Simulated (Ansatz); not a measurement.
**Geometry relaxation, with input and output: CH₈Sn (part 1 of 2)**

CH₈Sn, computed with RKS B3LYP-D4/def2-SVP (Ansatz 0.2.0).

It belongs to a series of runs on one base structure; here: end point A relaxed.

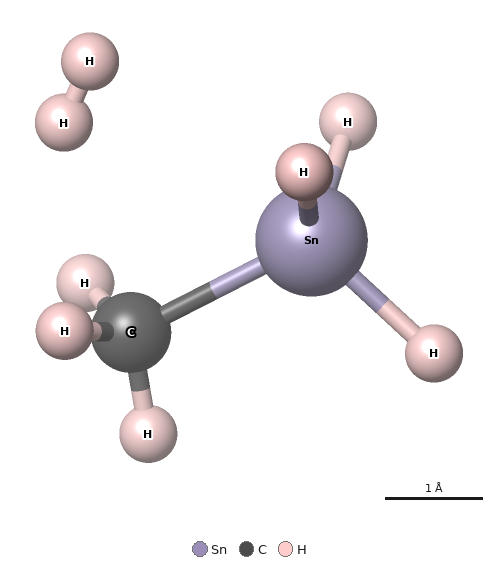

The starting structure (ball-and-stick view, seen at a tilt). Sticks mark near contacts.

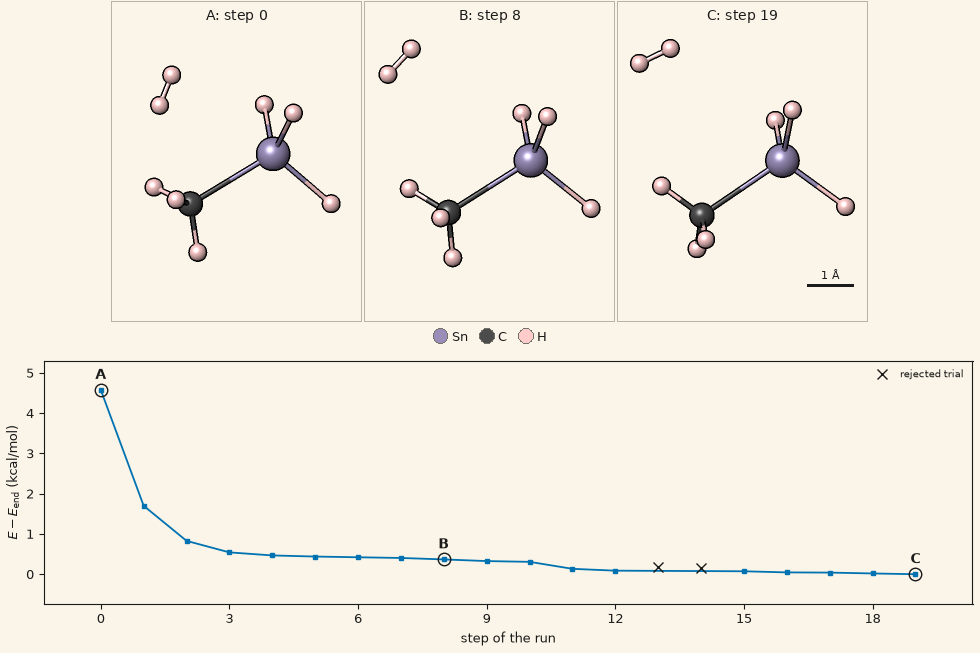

Frames of the relaxation (ball-and-stick view, seen at a tilt) above the curves, on which the letters mark them (the first geometry is step 0 here and step 1 in the log).

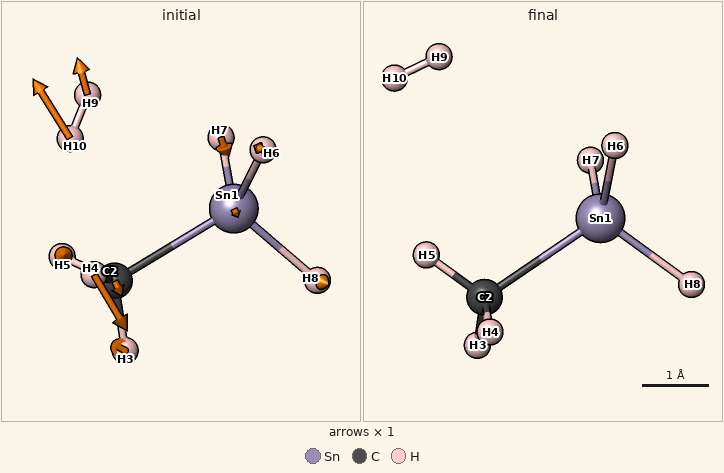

Before (left) and after (right) the relaxation, at one scale (ball-and-stick view, seen at a tilt). The orange arrows give the displacements, at true length. After 19 geometry steps the energy has fallen by 4.58 kcal/mol. Largest force component: 1.3 eV/Å at the start, 0.0058 eV/Å at the end. The line search rejected the trial steps at points 13, 14 (counted from 0) and went back. H10 moves most after the best rigid fit: 1.09 Å. Largest moves by element: H 1.09 Å, C 0.28 Å, Sn 0.16 Å. Among the contacts that change: H9–H10 0.717 → 0.760 Å, Sn1–C2 2.157 → 2.169 Å. (Atoms are counted from 1 in the order of the input.)

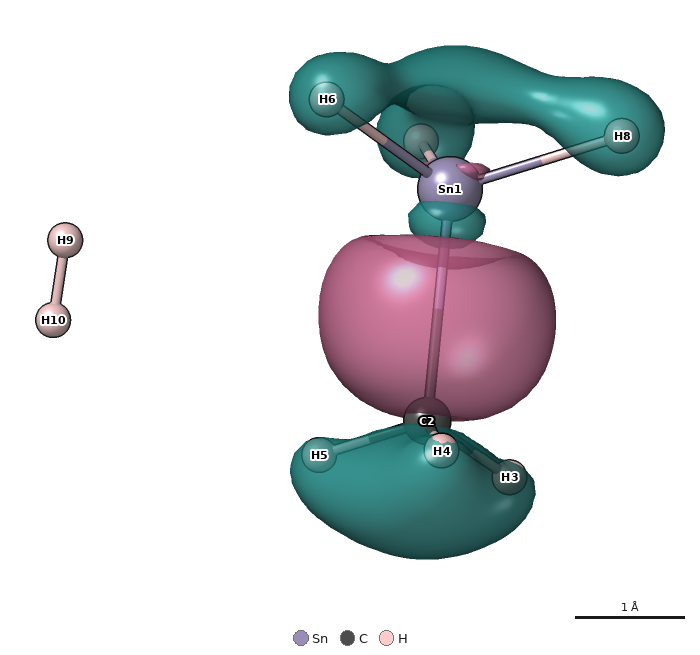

The HOMO at ±0.15 Å⁻³ᐟ² (teal and pink are the two phases), seen face on. Its weight (Hirshfeld) is mainly on C2 (40 %) and Sn1 (30 %). Its energy is −8.07 eV.

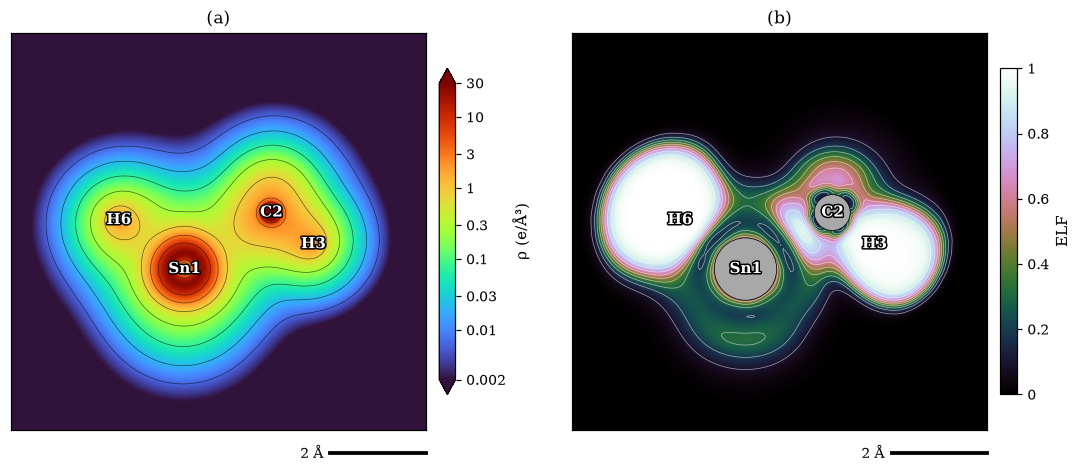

(a) electron density; (b) electron localisation function on the plane of atoms C2, Sn1 and H6. Grey discs, where drawn, cover atomic cores. Atoms in the plane: Sn, C and H. C–Sn (2.17 Å): ρ at the midpoint is about 0.66 e/Å³; the ELF peaks at about 0.95 in the valence shell of C, 0.7 Å from its nucleus, and drops to about 0.20 between the two atoms. Sn–H (1.72 Å): ρ at the midpoint is about 1.1 e/Å³, with its minimum of 0.71 e/Å³ about 1.1 Å from Sn; the ELF climbs to about 1 towards the hydrogen.

The input that produced these results follows, with the program's output.

Input:
```yaml
crystal:
  periodic: [false, false, false]
  atoms:
    - { symbol: Sn, position_ang: [-0.149551, -0.140031, 0.115079] }
    - { symbol: C, position_ang: [-0.090953, -0.048811, 2.269423] }
    - { symbol: H, position_ang: [-0.762018, -0.810946, 2.693469] }
    - { symbol: H, position_ang: [0.927792, -0.24232, 2.632915] }
    - { symbol: H, position_ang: [-0.422441, 0.93811, 2.619712] }
    - { symbol: H, position_ang: [1.430119, -0.329556, -0.536702] }
    - { symbol: H, position_ang: [-0.850105, 1.294204, -0.526107] }
    - { symbol: H, position_ang: [-1.105786, -1.487023, -0.379982] }
    - { symbol: H, position_ang: [1.602064, 2.010879, 1.107101] }
    - { symbol: H, position_ang: [1.330778, 1.692995, 1.69029] }
basis:
  gaussian: { orbitals: def2-SVP }
hamiltonian:
  xc: b3lyp
  dispersion: d4
relax:
  f_tol: 0.03
  max_steps: 50
output:
  orbitals: {}
```

Launched with:
```bash
ansatz run input.yaml --threads 2 --pin off --max-ram 3072MiB --backend cpu --events-out ev --progress --plain --runs-dir out
```

What the program printed:
```
The last accepted step is kept in [file] (removed where the run ends without a failure and the disk answers)
Engine: ansatz 0.2.0, x86_64-unknown-linux-gnu
Functional definition: B3LYP
  parameter a0 = 0.2
  parameter ax = 0.72
  parameter ac = 0.81
  exchange = (1 - a0 - ax)*slater_x + ax*b88_x + a0*exact_x
  correlation = (1 - ac)*vwn_rpa_c + ac*lyp_c
964 factors; integrals over basis functions are off by at most 3.5e-4 eV
mean field evaluation 1: about -6993.2056 eV, gradient 4.6e1 eV
mean field evaluation 2: about -6988.5601 eV, gradient 5.8e1 eV
mean field evaluation 4: about -6998.4760 eV, gradient 9.8e-1 eV
mean field evaluation 8: about -6998.4886 eV, gradient 5.3e-3 eV
mean field -6998.48857570 eV, -257.1897114112 hartree, gradient 4.9e-5 eV, S^2 0.000000; 0 other end points of the search recorded, 0 dependent functions left out
the calculation of the forces begins
reference -6998.48883326 eV, -257.1897208764 hartree; 18, 18 occupied and 62, 62 virtual orbitals, 964 factors
relax step   1: F+E_penalty+E_count = -6998.73486233 eV  Δ(F+E_penalty+E_count) = +0.000e0 eV  max|allowed force component| = 1.328e0 eV/Å  Δτ_max = 0.0000 Å  (22 SCF iters, accepted)
these checks for a lower state are left out or cut short: starts, cluster_reference, orbital_swaps, neighbouring_geometries, increment
964 factors; integrals over basis functions are off by at most 3.6e-4 eV
mean field evaluation 16: about -6998.6199 eV, gradient 6.1e-2 eV
mean field -6998.61989663 eV, -257.1945373662 hartree, gradient 7.2e-5 eV, S^2 0.000000; 0 other end points of the search recorded, 0 dependent functions left out
[... from here on the field's lines of each further geometry are left out, up to the last ...]
relax step   2: F+E_penalty+E_count = -6998.85962402 eV  Δ(F+E_penalty+E_count) = -1.248e-1 eV  max|allowed force component| = 1.292e-1 eV/Å  Δτ_max = 0.1948 Å  (23 SCF iters, accepted)
relax step   3: F+E_penalty+E_count = -6998.89739009 eV  Δ(F+E_penalty+E_count) = -3.777e-2 eV  max|allowed force component| = 6.965e-2 eV/Å  Δτ_max = 0.1923 Å  (23 SCF iters, accepted)
relax step   4: F+E_penalty+E_count = -6998.90979143 eV  Δ(F+E_penalty+E_count) = -1.240e-2 eV  max|allowed force component| = 9.356e-2 eV/Å  Δτ_max = 0.2000 Å  (23 SCF iters, accepted)
relax step   5: F+E_penalty+E_count = -6998.91308626 eV  Δ(F+E_penalty+E_count) = -3.295e-3 eV  max|allowed force component| = 2.876e-2 eV/Å  Δτ_max = 0.0911 Å  (23 SCF iters, accepted)
relax step   6: F+E_penalty+E_count = -6998.91429182 eV  Δ(F+E_penalty+E_count) = -1.206e-3 eV  max|allowed force component| = 5.065e-2 eV/Å  Δτ_max = 0.0853 Å  (23 SCF iters, accepted)
relax step   7: F+E_penalty+E_count = -6998.91505952 eV  Δ(F+E_penalty+E_count) = -7.677e-4 eV  max|allowed force component| = 6.156e-2 eV/Å  Δτ_max = 0.0829 Å  (21 SCF iters, accepted)
relax step   8: F+E_penalty+E_count = -6998.91580954 eV  Δ(F+E_penalty+E_count) = -7.500e-4 eV  max|allowed force component| = 1.215e-1 eV/Å  Δτ_max = 0.0701 Å  (21 SCF iters, accepted)
relax step   9: F+E_penalty+E_count = -6998.91738126 eV  Δ(F+E_penalty+E_count) = -1.572e-3 eV  max|allowed force component| = 1.328e-1 eV/Å  Δτ_max = 0.0534 Å  (22 SCF iters, accepted)
relax step  10: F+E_penalty+E_count = -6998.91916055 eV  Δ(F+E_penalty+E_count) = -1.779e-3 eV  max|allowed force component| = 2.380e-1 eV/Å  Δτ_max = 0.0994 Å  (24 SCF iters, accepted)
relax step  11: F+E_penalty+E_count = -6998.91998806 eV  Δ(F+E_penalty+E_count) = -8.275e-4 eV  max|allowed force component| = 2.350e-1 eV/Å  Δτ_max = 0.0933 Å  (22 SCF iters, accepted)
relax step  12: F+E_penalty+E_count = -6998.92750440 eV  Δ(F+E_penalty+E_count) = -7.516e-3 eV  max|allowed force component| = 1.452e-2 eV/Å  Δτ_max = 0.0871 Å  (23 SCF iters, accepted)
relax step  13: F+E_penalty+E_count = -6998.92949376 eV  Δ(F+E_penalty+E_count) = -1.989e-3 eV  max|allowed force component| = 4.289e-2 eV/Å  Δτ_max = 0.0909 Å  (22 SCF iters, accepted)
relax step  14: F+E_penalty+E_count = -6998.92503231 eV  Δ(F+E_penalty+E_count) = +4.461e-3 eV  max|allowed force component| = 3.219e-1 eV/Å  Δτ_max = 0.1904 Å  (24 SCF iters, rejected (line search))
relax step  15: F+E_penalty+E_count = -6998.92692023 eV  Δ(F+E_penalty+E_count) = +2.574e-3 eV  max|allowed force component| = 9.679e-2 eV/Å  Δτ_max = 0.0367 Å  (23 SCF iters, rejected (line search))
relax step  16: F+E_penalty+E_count = -6998.93015070 eV  Δ(F+E_penalty+E_count) = -6.569e-4 eV  max|allowed force component| = 1.429e-2 eV/Å  Δτ_max = 0.0179 Å  (20 SCF iters, accepted)
relax step  17: F+E_penalty+E_count = -6998.93135344 eV  Δ(F+E_penalty+E_count) = -1.203e-3 eV  max|allowed force component| = 7.373e-2 eV/Å  Δτ_max = 0.0975 Å  (22 SCF iters, accepted)
relax step  18: F+E_penalty+E_count = -6998.93156685 eV  Δ(F+E_penalty+E_count) = -2.134e-4 eV  max|allowed force component| = 1.297e-1 eV/Å  Δτ_max = 0.0591 Å  (22 SCF iters, accepted)
relax step  19: F+E_penalty+E_count = -6998.93249418 eV  Δ(F+E_penalty+E_count) = -9.273e-4 eV  max|allowed force component| = 8.053e-2 eV/Å  Δτ_max = 0.0150 Å  (20 SCF iters, accepted)
the calculation of the forces begins
reference -6998.71655618 eV, -257.1980895393 hartree; 18, 18 occupied and 62, 62 virtual orbitals, 964 factors
relax step  20: F+E_penalty+E_count = -6998.93333944 eV  Δ(F+E_penalty+E_count) = -8.453e-4 eV  max|allowed force component| = 5.842e-3 eV/Å  Δτ_max = 0.0607 Å  (24 SCF iters, accepted)
964 factors; integrals over basis functions are off by at most 4.1e-4 eV
mean field evaluation 128: about -6998.7163 eV, gradient 4.9e-5 eV
mean field -6998.71628382 eV, -257.1980795303 hartree, gradient 7.3e-5 eV, S^2 0.000000; 1 other end points of the search recorded, 0 dependent functions left out
the calculation of the forces begins
reference -6998.71655618 eV, -257.1980895393 hartree; 18, 18 occupied and 62, 62 virtual orbitals, 964 factors
Total energy: -6998.93361180 eV, -257.2060661859 hartree
Atom 0 at    -0.225213    -0.277434     0.133194 Å, force    -0.005842    -0.001542     0.004892 eV/Å
Atom 1 at    -0.227788    -0.295813     2.301864 Å, force    -0.000794    -0.001026     0.000303 eV/Å
Atom 2 at    -1.254685    -0.423391     2.673470 Å, force    -0.000182     0.000101    -0.002605 eV/Å
Atom 3 at     0.393035    -1.124940     2.670596 Å, force    -0.000599    -0.000416    -0.001164 eV/Å
Atom 4 at     0.176860     0.653045     2.681061 Å, force     0.003966    -0.000238     0.001616 eV/Å
Atom 5 at     1.385094    -0.145454    -0.461536 Å, force     0.003372    -0.000198     0.000028 eV/Å
Atom 6 at    -1.142502     1.058715    -0.448373 Å, force     0.000848     0.000889    -0.000031 eV/Å
Atom 7 at    -0.920546    -1.734082    -0.468604 Å, force     0.000536     0.000710    -0.001512 eV/Å
Atom 8 at     1.931201     2.492661     0.938916 Å, force     0.001456    -0.003475    -0.000946 eV/Å
Atom 9 at     1.794441     2.674193     1.664608 Å, force    -0.002762     0.005196    -0.000580 eV/Å
Dipole moment:     0.010508     0.011494     0.159900 e Å
```

Trajectory as extended XYZ (Å, eV, eV/Å), 20 frames, from step=1 to step=20:
```
10
Properties=species:S:1:pos:R:3:forces:R:3 step=1 energy=-6998.73486
Sn   -0.1496   -0.1400    0.1151   -0.1124  -0.1392  -0.2711
C    -0.0910   -0.0488    2.2694   -0.2195  -0.2696   0.3192
H    -0.7620   -0.8109    2.6935    0.0056   0.0009  -0.0011
H     0.9278   -0.2423    2.6329    0.0011   0.0029  -0.0007
H    -0.4224    0.9381    2.6197   -0.0023  -0.0025  -0.0014
H     1.4301   -0.3296   -0.5367    0.0100  -0.0063  -0.0041
H    -0.8501    1.2942   -0.5261   -0.0009   0.0084  -0.0055
H    -1.1058   -1.4870   -0.3800   -0.0079  -0.0021  -0.0040
H     1.6021    2.0109    1.1071    0.7490   0.8862  -1.3284
H     1.3308    1.6930    1.6903   -0.4228  -0.4786   1.2972
10
Properties=species:S:1:pos:R:3:forces:R:3 step=2 energy=-6998.85962
Sn   -0.1832   -0.1816    0.1034    0.0159   0.0257   0.0635
C    -0.1342   -0.1027    2.2821   -0.0015  -0.0137  -0.0033
H    -0.7984   -0.8591    2.7222   -0.0252  -0.0346  -0.0460
H     0.8920   -0.2822    2.6342   -0.0193  -0.0180   0.0015
H    -0.4575    0.8923    2.6198   -0.0137  -0.0173   0.0031
H     1.4092   -0.3455   -0.5363   -0.0412  -0.0343   0.0220
H    -0.8568    1.2741   -0.5280   -0.0194  -0.0463   0.0128
H    -1.1350   -1.5210   -0.3971   -0.0391  -0.0445  -0.0517
H     1.7226    2.1580    1.0769    0.1069   0.1292  -0.1233
H     1.4512    1.8452    1.7080    0.0365   0.0539   0.1215
10
Properties=species:S:1:pos:R:3:forces:R:3 step=3 energy=-6998.89739
Sn   -0.2106   -0.2157    0.1025    0.0361   0.0485   0.0697
C    -0.1583   -0.1345    2.2805    0.0054  -0.0064  -0.0284
H    -0.8304   -0.8947    2.7013   -0.0154  -0.0194   0.0074
H     0.8644   -0.3218    2.6395   -0.0240  -0.0156  -0.0196
H    -0.4810    0.8584    2.6257   -0.0098  -0.0182  -0.0173
H     1.3821   -0.3880   -0.5302   -0.0201  -0.0152   0.0037
H    -0.8899    1.2374   -0.5256   -0.0091  -0.0241  -0.0008
H    -1.1627   -1.5513   -0.4147   -0.0224  -0.0263  -0.0154
H     1.8278    2.2913    1.0781    0.0209   0.0267  -0.0035
H     1.5682    1.9964    1.7282    0.0384   0.0501   0.0044
```
